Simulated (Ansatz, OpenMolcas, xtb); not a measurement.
## C2H2Cl2Sn (SMILES C#[C][SnH]([Cl])[Cl]): the electronic atomisation energy, rung by rung

C2H2Cl2Sn has 7 atoms, charge 0, and is taken as a singlet. As SMILES, `C#[C][SnH]([Cl])[Cl]`. The coordinates come from a PBE0-D4/def2-TZVP relaxation.

Quantity: the electronic atomisation energy, in eV. The values are calculated. Electronic energies at fixed atoms, without zero-point motion or spin-orbit coupling.

```csv
level,kind,program,value (eV),CPU time (all runs)
GFN0-xTB,semi-empirical,xtb,29.37,under 2 s
HF/def2-SVP (core potential),Hartree–Fock,Ansatz,17.80,4.7 s
SVWN5/def2-SVP (core potential),LDA,OpenMolcas,29.11,52 s
PBE/def2-SVP (core potential),GGA,Ansatz,25.63,13 s
TPSS/def2-SVP (core potential),meta-GGA,OpenMolcas,25.17,89 s
PBE0/def2-SVP (core potential),global hybrid,Ansatz,25.05,15 s
B2PLYP/def2-SVP (core potential),double hybrid,Ansatz,24.43,22 s
MP2/def2-SVP (core potential),perturbation theory,Ansatz,24.29,6 s
CCSD/def2-SVP (core potential),coupled cluster or CI,Ansatz,23.11,38 s
```

The values span 17.80 to 29.37 eV. GFN0-xTB: no spin polarisation, so open shells miss the exchange term that lowers them. In the correlated wave-function rows the outer d shell of Sn is correlated, in sets not made for it. CPU times are rough (shared hosts, several kinds of processor and program).

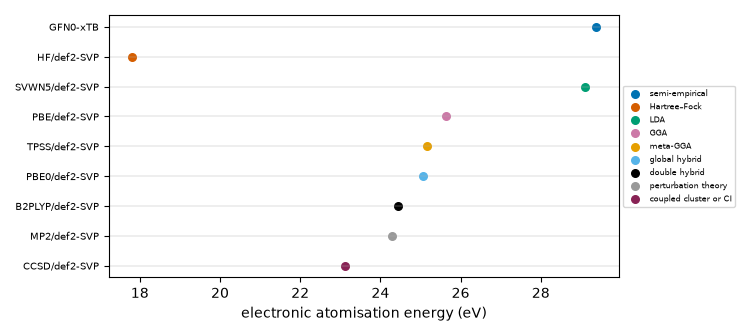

The values of the table, level by level.
